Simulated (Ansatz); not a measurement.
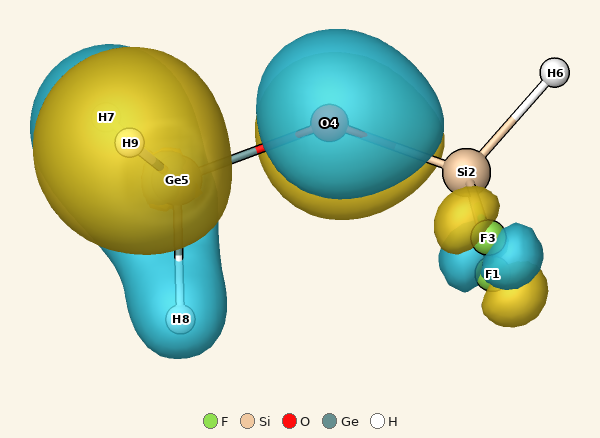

Figure. F2GeH4OSi (SMILES F[SiH](F)[O][GeH3]). The HOMO at ±0.1 Å⁻³ᐟ² (yellow and cyan are the two phases), seen from one side.

Geometry: PBE0-D4/def2-TZVP.

Level of theory: RKS PBE0-D4/def2-TZVPP (Ansatz).

```xyz
9

F     1.6850   -0.9376   -1.3958
Si    1.5574    0.0072   -0.1278
F     1.8417   -0.9213    1.1274
O     0.0967    0.6484   -0.0403
Ge   -1.6026    0.1166    0.1247
H     2.5844    1.0501   -0.1993
H    -2.4007    1.0115   -0.8278
H    -1.6834   -1.3643   -0.2683
H    -1.9900    0.3430    1.5902
```

Describe this orbital and give its energy.

By Hirshfeld shares it lies mainly on O4 (about 40 %), Ge5 (about 20 %), H9 (about 20 %) and H7 (about 10 %). Its energy is −9.38 eV.
